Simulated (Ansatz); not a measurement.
## A hypothetical structure for BaAgS2

This structure for BaAgS2 is made up. Its elements were placed in a known structure type with a cell scaled to their sizes. What cell does the guess relax to, and how far off was it?

Main program and level: Ansatz 0.2.0; DFT, PBE, plane-wave PAW, files of the set soft_1, scalar-relativistic, no spin, cell and ions relaxed at zero pressure; PAW set soft_1, in the first sound run; inputs show where later runs differ.

## (1) The starting structure

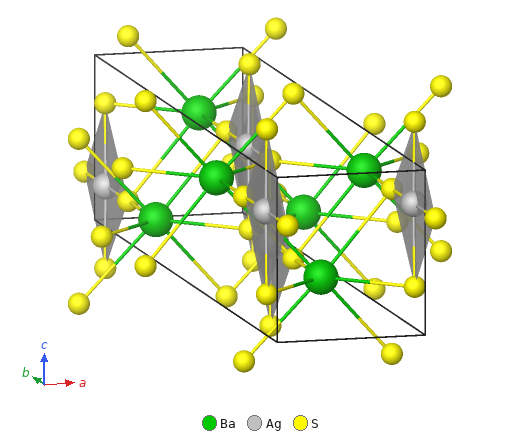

The starting structure, seen slightly off an axis (barium green, silver light grey, sulfur yellow). This picture shows the conventional cell, with its axes. Some periodic images of atoms are drawn too.

Structure file:

```cif
data_structure
_symmetry_space_group_name_H-M 'P 1'
_symmetry_Int_Tables_number 1
_cell_length_a 10.1785
_cell_length_b 10.1785
_cell_length_c 4.8230
_cell_angle_alpha 90.000
_cell_angle_beta 90.000
_cell_angle_gamma 155.012
_cell_volume 211.08
loop_
_atom_site_label
_atom_site_type_symbol
_atom_site_fract_x
_atom_site_fract_y
_atom_site_fract_z
_atom_site_occupancy
Ba1 Ba 0.66590 0.33410 0.75000 1
Ba2 Ba 0.33410 0.66590 0.25000 1
Ag3 Ag 0.93850 0.06150 0.75000 1
Ag4 Ag 0.06150 0.93850 0.25000 1
S5 S 0.05710 0.94290 0.75000 1
S6 S 0.81740 0.18260 0.75000 1
S7 S 0.94290 0.05710 0.25000 1
S8 S 0.18260 0.81740 0.25000 1
```

## (2) Relaxing cell and atoms

The guessed cell has no reason to be at equilibrium. It is relaxed with the atoms, within the space group of the guess.

input.yaml

```yaml
crystal:
  lattice:
    - [2.202, -9.9375, 0.0]
    - [2.202, 9.9375, 0.0]
    - [0.0, 0.0, 4.823]
  atoms:
    - { symbol: Ba, position: [0.6659, 0.3341, 0.75] }
    - { symbol: Ba, position: [0.3341, 0.6659, 0.25] }
    - { symbol: Ag, position: [0.9385, 0.0615, 0.75] }
    - { symbol: Ag, position: [0.0615, 0.9385, 0.25] }
    - { symbol: S, position: [0.0571, 0.9429, 0.75] }
    - { symbol: S, position: [0.8174, 0.1826, 0.75] }
    - { symbol: S, position: [0.9429, 0.0571, 0.25] }
    - { symbol: S, position: [0.1826, 0.8174, 0.25] }
kpoints:
  mp_grid: { grid: [6, 6, 6] }
scf:
  occupations: { method: fermi_dirac, width: 0.05 }
hamiltonian:
  xc: pbe
  pseudopotentials: { kind: paw, azcp: { folder: soft_1 } }
relax:
  f_tol: 0.015
  max_steps: 70
  cell: {}
output:
  forces: true
  stress: true
```

Started as:

```
$ ansatz run input.yaml --threads 4 --pin off --max-ram 10240MiB --backend cpu --events-out ev --progress --plain --runs-dir out
```

Numbers of over 12 decimals in the logs are rounded to 6 here.

The program printed:

```text
basis.fft_grid_basis auto: the FFT boxes are laid along the combinations [[1, 1, 0], [0, 1, 0], [0, 0, 1]] of the cell's own vectors, 4.404, 10.179 and 4.823 Å long. The dense box has 30×72×36 points. Along the cell's own vectors, as sized, it would have 72×72×36, 2.40 times as many. Of the 8 symmetry operations that the crystal satisfies within crystal.symmetry.tolerance (time reversal apart; of a slab, those that k [...]
Engine: ansatz 0.2.0, aarch64-unknown-linux-gnu
Pseudopotentials: kind: paw
Pseudopotential: Ba, paw, valence charge 10, recommended cutoff 420 eV (normal), soft_1/Ba.paw.azcp
Pseudopotential: Ag, paw, valence charge 19, recommended cutoff 420 eV (normal), soft_1/Ag.paw.azcp
Pseudopotential: S, paw, valence charge 6, recommended cutoff 420 eV (normal), soft_1/S.paw.azcp
Functional definition: PBE
  parameter kappa = 0.804
  parameter beta = 0.066725
  exchange = pbe_x(kappa = kappa, mu = beta*pi^2/3)
  correlation = pbe_c(beta = beta)
Crystal: 8 atoms, lattice volume = 211.077 Å³
Basis set: ecut = 420 eV, 4123 PW (Γ), FFT grids on a1+a2, a2, a3, exchange–correlation on 60×144×72 points (8 copies of the dense FFT grid, shifted against one another)
Bands: 50, of which v1, the nominal top of the filled ones, is band 41 counted from 1 (40 counted from 0)
Symmetry: 8 space group operations
Space group: Cmcm (ITA 63), of the structure as read, at distance tolerance 6.0e-5 Å
k-points: 52 of 216
Non-local potential: Ba, projectors of the file, l = 0: 3, l = 1: 2, l = 2: 2, l = 3: 2
Non-local potential: Ag, projectors of the file, l = 0: 3, l = 1: 2, l = 2: 2, l = 3: 1
Non-local potential: S, projectors of the file, l = 0: 2, l = 1: 2, l = 2: 1
PAW form: soft (Blöchl's): semilocal exchange-correlation on the pseudo side does not see the compensation charge
PAW one-centre angular grid: Ba, 194 points (default); XC on 64 Gauss nodes
PAW one-centre angular grid: Ag, 590 points (default); XC on 64 Gauss nodes
PAW one-centre angular grid: S, 110 points (default); XC on 64 Gauss nodes
Initial density: superposition of atomic densities (chi_scale 0.1, normalization cell, long waves kept (reshape's long-wave potential 0.56 eV rms))
Initial wavefunctions: pseudopotential atomic-orbital guess
Functional: x = pbe(κ = 0.804, μ = 0.219515), c = pbe(β = 0.066725)
SCF iter   1: F=—  HF=-30707.619372 eV  |F-HF|=—  |Δ(HF+E_count)|=         —  Δρ=1.08e-1  dr2=9.49e1  ethr=3.10e-3  ⟨swp⟩=13.1  Hψ=14464  notcnv=0
preconditioner: auto → LDOS  [metal: Δε(μ)=0.040 eV  Ē_g=8.431 eV  σ=0.050 eV  W_gap=0.19  n_scr=48 (ndim 8)  ℏωp=20.1 eV  f_vac=0.013  D(μ)=4.93/eV (n_scr^D=32)  β→1.0]
SCF iter   2: F=—  HF=-30699.395568 eV  |F-HF|=—  |Δ(HF+E_count)|=    8.22e0  Δρ=4.29e-2  dr2=7.81e0  ethr=3.10e-3  ⟨swp⟩=6.1  Hψ=7781  notcnv=0  defer=30
preconditioner: auto → Resta (q_TF=auto, 2.331 Å⁻¹)  ε∞=5.5  [insulator: Δε(μ)=0.406 eV  Ē_g=9.437 eV  σ=0.050 eV  W_gap=0.95  n_scr=48 (ndim 8)  ℏωp=20.1 eV  f_vac=0.042  D(μ)=0.05/eV (n_scr^D=0)  ε∞_Penn≈5.5  β→0.5]
SCF iter   3: F=—  HF=-30697.400154 eV  |F-HF|=—  |Δ(HF+E_count)|=    2.00e0  Δρ=1.61e-2  dr2=9.08e-1  ethr=3.10e-3  ⟨swp⟩=5.0  Hψ=5634  notcnv=0  defer=114
SCF iter   4: F=—  HF=-30697.227638 eV  |F-HF|=—  |Δ(HF+E_count)|=   1.73e-1  Δρ=1.10e-2  dr2=3.17e-1  ethr=1.11e-3  ⟨swp⟩=4.9  Hψ=5886  notcnv=0  defer=123
SCF iter   5: F=—  HF=-30697.158772 eV  |F-HF|=—  |Δ(HF+E_count)|=   6.89e-2  Δρ=2.57e-3  dr2=2.28e-2  ethr=3.87e-4  ⟨swp⟩=4.4  Hψ=6259  notcnv=0  defer=128
SCF iter   6: F=—  HF=-30697.160899 eV  |F-HF|=—  |Δ(HF+E_count)|=   2.13e-3  Δρ=5.64e-4  dr2=1.02e-3  ethr=2.78e-5  ⟨swp⟩=3.3  Hψ=4686  notcnv=0  defer=129
SCF iter   7: F=—  HF=-30697.161976 eV  |F-HF|=—  |Δ(HF+E_count)|=   1.08e-3  Δρ=1.74e-4  dr2=1.30e-4  ethr=1.25e-6  ⟨swp⟩=2.1  Hψ=4050  notcnv=0  defer=129
SCF iter   8: F=—  HF=-30697.162081 eV  |F-HF|=—  |Δ(HF+E_count)|=   1.04e-4  Δρ=4.99e-5  dr2=8.19e-6  ethr=1.59e-7  ⟨swp⟩=2.1  Hψ=3937  notcnv=0  defer=129
SCF iter   9: F=—  HF=-30697.162113 eV  |F-HF|=—  |Δ(HF+E_count)|=   3.24e-5  Δρ=1.40e-5  dr2=2.00e-6  ethr=9.98e-9  ⟨swp⟩=2.0  Hψ=4118  notcnv=0  defer=128
SCF iter  10: F=-30697.162113 eV  HF=-30697.162113 eV  |F-HF|=9.11e-9  |Δ(HF+E_count)|=   1.35e-7  Δρ=5.82e-6  dr2=9.08e-8  ethr=1.22e-10  ⟨swp⟩=4.0  Hψ=11195  notcnv=0
SCF 1 converged in 10 iterations: F = -30697.162113 eV  dr2 = 9.08e-8
  greatest PAW one-centre occupation: 1.002 electrons in one spin orbital (limit 2), on the Ag atom at site 3 (counted from 0), in its partial waves of l = 0
relax step   1: F+E_penalty+E_count = -30697.16211316 eV  Δ(F+E_penalty+E_count) = +0.000e0 eV  max|allowed force component| = 5.559e-1 eV/Å  Δτ_max = 0.0000 Å  P = +4.875 GPa  Ω = 211.077 Å³  (10 SCF iters, dr2 threshold 1.00e-7 eV, accepted)
Crystal: 8 atoms, lattice volume = 230.615 Å³
Basis set: ecut = 420 eV, 4541 PW (Γ), FFT grids on a1+a2, a2, a3, exchange–correlation on 60×144×72 points (8 copies of the dense FFT grid, shifted against one another)
Initial density: handed on by an earlier stage of this run
Initial wavefunctions: those handed on with the density
iter 1 solved again at ethr=8.12e-4 eV; its pass at ethr=3.10e-3 eV (dr2=6.66e-1 eV) is discarded
SCF iter   1: F=—  HF=-30697.572164 eV  |F-HF|=—  |Δ(HF+E_count)|=         —  Δρ=8.91e-3  dr2=6.68e-1  ethr=8.12e-4  ⟨swp⟩=2.2  Hψ=13863  notcnv=0
preconditioner: auto → LDOS  [insulator: Δε(μ)=0.282 eV  Ē_g=9.882 eV  σ=0.050 eV  W_gap=0.88  n_scr=48 (ndim 8)  ℏωp=19.3 eV  f_vac=0.084  D(μ)=0.53/eV (n_scr^D=2)  ε∞_Penn≈4.8  β→1.0]
SCF iter   2: F=—  HF=-30697.793813 eV  |F-HF|=—  |Δ(HF+E_count)|=   2.22e-1  Δρ=1.46e-2  dr2=1.77e0  ethr=8.12e-4  ⟨swp⟩=5.7  Hψ=7432  notcnv=0  defer=25  recentre
preconditioner: auto → Resta (q_TF=auto, 2.296 Å⁻¹)  ε∞=5.2  [insulator: Δε(μ)=0.418 eV  Ē_g=9.388 eV  σ=0.050 eV  W_gap=0.97  n_scr=48 (ndim 8)  ℏωp=19.3 eV  f_vac=0.074  D(μ)=0.14/eV (n_scr^D=0)  ε∞_Penn≈5.2  β→0.5]
SCF iter   3: F=—  HF=-30697.425944 eV  |F-HF|=—  |Δ(HF+E_count)|=   3.68e-1  Δρ=1.94e-3  dr2=1.06e-2  ethr=8.12e-4  ⟨swp⟩=3.4  Hψ=4791  notcnv=0  defer=140
SCF iter   4: F=—  HF=-30697.424510 eV  |F-HF|=—  |Δ(HF+E_count)|=   1.43e-3  Δρ=9.35e-4  dr2=2.18e-3  ethr=1.29e-5  ⟨swp⟩=2.0  Hψ=4551  notcnv=0  defer=140
SCF iter   5: F=—  HF=-30697.424086 eV  |F-HF|=—  |Δ(HF+E_count)|=   4.25e-4  Δρ=3.05e-4  dr2=3.14e-4  ethr=2.66e-6  ⟨swp⟩=2.0  Hψ=3842  notcnv=0  defer=140
SCF iter   6: F=—  HF=-30697.424139 eV  |F-HF|=—  |Δ(HF+E_count)|=   5.37e-5  Δρ=1.37e-4  dr2=7.06e-5  ethr=3.83e-7  ⟨swp⟩=2.0  Hψ=3610  notcnv=0  defer=140
[...]
Crystal: 8 atoms, lattice volume = 227.453 Å³
Basis set: ecut = 420 eV, 4453 PW (Γ), FFT grids on a1+a2, a2, a3, exchange–correlation on 60×144×72 points (8 copies of the dense FFT grid, shifted against one another)
iter 1 solved again at ethr=2.26e-5 eV; its pass at ethr=3.10e-3 eV (dr2=1.85e-2 eV) is discarded
SCF iter   1: F=—  HF=-30697.457437 eV  |F-HF|=—  |Δ(HF+E_count)|=         —  Δρ=1.98e-3  dr2=1.88e-2  ethr=2.26e-5  ⟨swp⟩=2.9  Hψ=12764  notcnv=0
preconditioner: auto → Resta (q_TF=auto, 2.302 Å⁻¹)  ε∞=5.0  [insulator: Δε(μ)=0.356 eV  Ē_g=9.708 eV  σ=0.050 eV  W_gap=0.94  n_scr=48 (ndim 8)  ℏωp=19.4 eV  f_vac=0.066  D(μ)=0.27/eV (n_scr^D=0)  ε∞_Penn≈5.0]
SCF iter   2: F=—  HF=-30697.453244 eV  |F-HF|=—  |Δ(HF+E_count)|=   4.19e-3  Δρ=1.00e-3  dr2=4.02e-3  ethr=2.26e-5  ⟨swp⟩=2.7  Hψ=4038  notcnv=0
SCF iter   3: F=—  HF=-30697.452306 eV  |F-HF|=—  |Δ(HF+E_count)|=   9.38e-4  Δρ=4.03e-4  dr2=5.69e-4  ethr=4.90e-6  ⟨swp⟩=2.1  Hψ=4085  notcnv=0
SCF iter   4: F=—  HF=-30697.452254 eV  |F-HF|=—  |Δ(HF+E_count)|=   5.13e-5  Δρ=1.82e-4  dr2=9.02e-5  ethr=6.93e-7  ⟨swp⟩=2.2  Hψ=3892  notcnv=0
SCF iter   5: F=—  HF=-30697.452255 eV  |F-HF|=—  |Δ(HF+E_count)|=   3.79e-7  Δρ=5.53e-5  dr2=1.31e-5  ethr=1.10e-7  ⟨swp⟩=2.0  Hψ=4472  notcnv=0
SCF iter   6: F=—  HF=-30697.452260 eV  |F-HF|=—  |Δ(HF+E_count)|=   5.51e-6  Δρ=1.94e-5  dr2=1.64e-6  ethr=1.59e-8  ⟨swp⟩=2.1  Hψ=3524  notcnv=0
SCF iter   7: F=-30697.452262 eV  HF=-30697.452262 eV  |F-HF|=1.58e-7  |Δ(HF+E_count)|=   2.02e-6  Δρ=5.73e-6  dr2=1.29e-7  ethr=9.76e-10  ⟨swp⟩=5.0  Hψ=9420  notcnv=0
SCF 3 converged in 7 iterations: F = -30697.452262 eV  dr2 = 1.29e-7
relax step   3: F+E_penalty+E_count = -30697.45226234 eV  Δ(F+E_penalty+E_count) = -2.809e-2 eV  max|allowed force component| = 9.116e-2 eV/Å  Δτ_max = 0.0400 Å  P = -0.071 GPa  Ω = 227.453 Å³  energy of the carried Pulay correction = -3.603e-3 eV  (7 SCF iters, dr2 threshold 8.00e-7 eV, accepted)
[...]
relax step   4: F+E_penalty+E_count = -30697.45410218 eV  Δ(F+E_penalty+E_count) = -1.840e-3 eV  max|allowed force component| = 6.449e-2 eV/Å  Δτ_max = 0.0261 Å  P = -0.049 GPa  Ω = 226.969 Å³  energy of the carried Pulay correction = -3.500e-3 eV  (6 SCF iters, dr2 threshold 5.19e-7 eV, accepted)
[...]
relax step   5: F+E_penalty+E_count = -30697.45502740 eV  Δ(F+E_penalty+E_count) = -9.252e-4 eV  max|allowed force component| = 5.294e-3 eV/Å  Δτ_max = 0.0089 Å  P = -0.006 GPa  Ω = 226.958 Å³  energy of the carried Pulay correction = -3.498e-3 eV  (5 SCF iters, dr2 threshold 2.60e-7 eV, accepted)
[...]
relax step   6: F+E_penalty+E_count = -30697.45505067 eV  Δ(F+E_penalty+E_count) = -2.327e-5 eV  max|allowed force component| = 5.060e-4 eV/Å  Δτ_max = 0.0001 Å  P = -0.002 GPa  Ω = 226.997 Å³  energy of the carried Pulay correction = -3.506e-3 eV  (5 SCF iters, dr2 threshold 7.95e-9 eV, accepted)
Initial wavefunctions: pseudopotential atomic-orbital guess (no wavefunctions were taken with the density)
iter 1 solved again at ethr=5.15e-7 eV; its pass at ethr=3.10e-3 eV (dr2=4.22e-4 eV) is discarded
SCF iter   1: F=—  HF=-30697.458201 eV  |F-HF|=—  |Δ(HF+E_count)|=         —  Δρ=1.13e-4  dr2=3.77e-6  ethr=5.15e-7  ⟨swp⟩=4.1  Hψ=19925  notcnv=0
preconditioner: auto → Resta (q_TF=auto, 2.302 Å⁻¹)  ε∞=5.0  [insulator: Δε(μ)=0.396 eV  Ē_g=9.724 eV  σ=0.050 eV  W_gap=0.96  n_scr=48 (ndim 8)  ℏωp=19.4 eV  f_vac=0.067  D(μ)=0.19/eV (n_scr^D=0)  ε∞_Penn≈5.0]
SCF iter   2: F=—  HF=-30697.458430 eV  |F-HF|=—  |Δ(HF+E_count)|=   2.28e-4  Δρ=5.55e-5  dr2=1.15e-6  ethr=4.59e-9  ⟨swp⟩=2.0  Hψ=4731  notcnv=0
SCF iter   3: F=—  HF=-30697.458478 eV  |F-HF|=—  |Δ(HF+E_count)|=   4.85e-5  Δρ=2.27e-5  dr2=1.36e-7  ethr=1.40e-9  ⟨swp⟩=2.0  Hψ=3515  notcnv=0
SCF iter   4: F=—  HF=-30697.458486 eV  |F-HF|=—  |Δ(HF+E_count)|=   8.30e-6  Δρ=1.93e-6  dr2=3.37e-9  ethr=1.66e-10  ⟨swp⟩=2.0  Hψ=4628  notcnv=0
SCF iter   5: F=—  HF=-30697.458486 eV  |F-HF|=—  |Δ(HF+E_count)|=   1.64e-8  Δρ=2.62e-7  dr2=2.10e-10  ethr=4.11e-12  ⟨swp⟩=2.0  Hψ=4203  notcnv=0
SCF iter   6: F=-30697.458486 eV  HF=-30697.458486 eV  |F-HF|=1.09e-11  |Δ(HF+E_count)|=  7.64e-11  Δρ=8.39e-8  dr2=3.56e-11  ethr=1.00e-12  ⟨swp⟩=5.0  Hψ=9651  notcnv=0
SCF 7 converged in 6 iterations: F = -30697.458486 eV  dr2 = 3.56e-11
  greatest PAW one-centre occupation: 1.001 electrons in one spin orbital (limit 2), on the Ag atom at site 3 (counted from 0), in its partial waves of l = 0
relax step   7: F+E_penalty+E_count = -30697.45848646 eV  Δ(F+E_penalty+E_count) = -3.436e-3 eV  max|allowed force component| = 5.663e-4 eV/Å  Δτ_max = 0.0000 Å  P = -0.009 GPa  Ω = 226.997 Å³  stress off target by 1.35e-2 GPa  SCF on the basis re-selected at this cell (its energy is not comparable with the rows above)  (6 SCF iters)
basis re-selected at this cell: Δ(F+E_penalty+E_count) = -3.436e-3 eV, ΔP = -0.007 GPa vs the last step (what re-selecting the basis moved, of the pressure what is left beyond the Pulay correction that the steps carried, after the strain that the cell walked since its last selection, with what the two solves' SCF thresholds leave and, on support functions, any second-order correction that the steps lacked; it is no m [...]
SCF converged after 6 iterations
Free energy (F): -30697.458486 eV
Harris-Foulkes:  -30697.458486 eV  (|F-HF|=1.09e-11)
Internal energy: -30697.455873 eV  (E = F + TS)
E sigma→0 (E₀):  -30697.457180 eV
Entropy (-TS):   -0.002613 eV (-0.327 meV/atom)
Fermi energy:    7.066598 eV
--- Per-component energies (eV) ---
  E_band       = -943.123797
  E_kinetic    = 1672.649007
  E_local      = -9715.664824  (includes V_loc(G=0)·N_el)
  E_nonlocal   = 386.637262
  E_hartree    = 4410.844431
  E_xc         = -1069.711636
  E_vxc        = -988.914695  (∫ρ·V_xc dr)
  E_paw        = -20733.636537  (= ΣΔE_a)
  E_vpaw       = -1119.519812  (= ΣTr[D̂ρ^β])
  E_aug_tail   = 0.000752  (compensation charges beyond the density's cutoff)
  E_ewald      = -5648.574329
  E_smearing   = -0.002613  (= −TS)
  E_closure    = 0.000000  (closes the sum)
  Σ components = -30697.458486   (vs F -30697.458486, Δ=0.00e0)
--- Forces (eV/Å), atoms counted from 1 ---
  atom   1  Ba     0.00000000    -0.00056632    -0.00000000
  atom   2  Ba    -0.00000000     0.00056632     0.00000000
  atom   3  Ag     0.00000000     0.00020815    -0.00000000
  atom   4  Ag    -0.00000000    -0.00020815     0.00000000
  atom   5  S     -0.00000000     0.00010885     0.00000000
  atom   6  S     -0.00000000    -0.00038342     0.00000000
  atom   7  S      0.00000000    -0.00010885    -0.00000000
  atom   8  S      0.00000000     0.00038342    -0.00000000
  max |Σ_I F_I| component: 8.67e-19 eV/Å
--- Stress (GPa, compression-positive) ---
       -0.013118       0.000000      -0.000000
        0.000000      -0.013477      -0.000000
       -0.000000      -0.000000       0.000652
  P = ⅓ Tr σ = -0.0086 GPa (-0.086 kbar)
--- Relaxed structure (6 steps of the walk, 6 accepted, 1 SCFs on fresh bases) ---
  F+E_penalty+E_count = -30697.45848646 eV   max|allowed force component| = 5.663e-4 eV/Å   (the final SCF, on the basis selected at the relaxed cell)
  cell:  # Å, volume = 226.9973 Å³
    - [2.212318, -10.294897, -3.8179712548340196e-17]
    - [2.212318, 10.294897, 3.8179712548340196e-17]
    - [0, 1.8529887156794438e-17, 4.983348]
  atoms:
    - { symbol: Ba, position: [0.666388, 0.333612, 0.75] }
    - { symbol: Ba, position: [0.333612, 0.666388, 0.25] }
    - { symbol: Ag, position: [0.936958, 0.063042, 0.75] }
    - { symbol: Ag, position: [0.063042, 0.936958, 0.25] }
    - { symbol: S, position: [0.054886, 0.945114, 0.75] }
    - { symbol: S, position: [0.818568, 0.181432, 0.75] }
    - { symbol: S, position: [0.945114, 0.054886, 0.25] }
    - { symbol: S, position: [0.181432, 0.818568, 0.25] }
```

Run time: 45 s. Hardware: 4 threads of Arm Neoverse V2, shared host; peak memory 0.87 GiB; 2.9 min of CPU time.

Step by step:

```tsv
step	energy less that of the first step (eV)	largest force component (eV/Å)	pressure (GPa)	volume (Å³)
1	0.0000	0.5559	4.87	211.08
2	-0.2621	0.2920	-0.36	230.62
3	-0.2901	0.0912	-0.07	227.45
4	-0.2920	0.0645	-0.05	226.97
5	-0.2929	0.0053	-0.01	226.96
6	-0.2929	0.0005	0.00	227.00
7*	-0.2964	0.0006	-0.01	227.00
```

Relaxation steps marked * repeat the geometry before them on a plane-wave basis chosen anew for their cell, so energy and pressure can jump there.

Forces are held to the 8 operations that the run works with; a distortion that breaks them can't arise in this run.

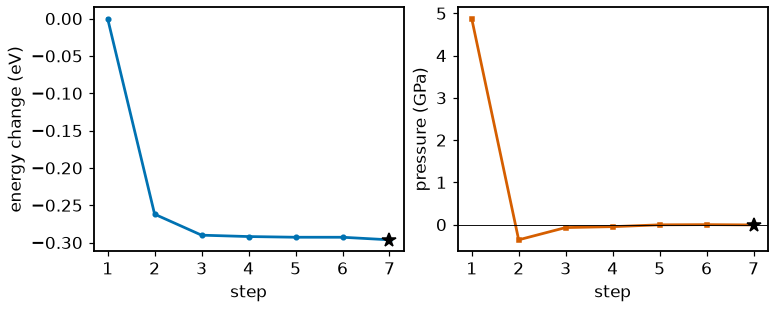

Energy and pressure along the relaxation. Stars mark steps on a basis chosen anew.

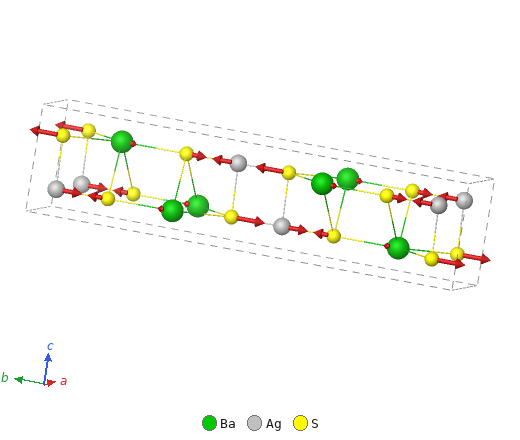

Displacements in the relaxation, exaggerated, measured against the changing cell; the longest in the cell stands for 0.05 Å. Some periodic images of atoms are drawn too.

```tsv
conventional cell, symmetrised	before	after	change
a (Å)	4.404	4.425	+0.5 %
b (Å)	19.875	20.590	+3.6 %
c (Å)	4.823	4.983	+3.3 %
volume (Å³/atom)	26.38	28.37	+7.5 %
```

The atoms that moved most (Å, as changes of fractional coordinates times the final cell):

```tsv
atom	dx	dy	dz	length
S7	0.000	-0.046	0.000	0.046
S5	0.000	0.046	0.000	0.046
Ag4	0.000	-0.032	0.000	0.032
Ag3	0.000	0.032	0.000	0.032
S6	0.000	-0.024	0.000	0.024
S8	0.000	0.024	0.000	0.024
Ba1	0.000	-0.010	0.000	0.010
Ba2	0.000	0.010	0.000	0.010
```

This step gave:

```
free energy             : -30697.4585 eV
energy at zero smearing : -30697.4572 eV
smearing term TS        : 0.002613 eV
Fermi energy            : 7.067 eV
electrons               : 82
symmetry operations     : 8
pressure                : -0.008648 GPa
```

Shortest distances by pair of elements, guess and relaxed (not always the same contact):

```tsv
pair	guess (Å)	relaxed (Å)
Ag–S	2.357	2.428
Ba–S	3.011	3.133
S–S	3.312	3.364
Ag–Ag	3.434	3.598
Ag–Ba	3.869	3.954
```

The relaxation ends with a largest force component of 5.7e-4 eV/Å and a pressure of -0.01 GPa.

(Part 1 of 2 ends here.)

[Logs are printed without paths, hosts, clocks, repeated set-up lines and the standing remarks that a program may print on its own settings, such as how far it seeks lower states.]

[Hosts, paths, dates, database ids (printed as entryN), source tags and the programs' standing remarks are cut or masked in the printed files.]
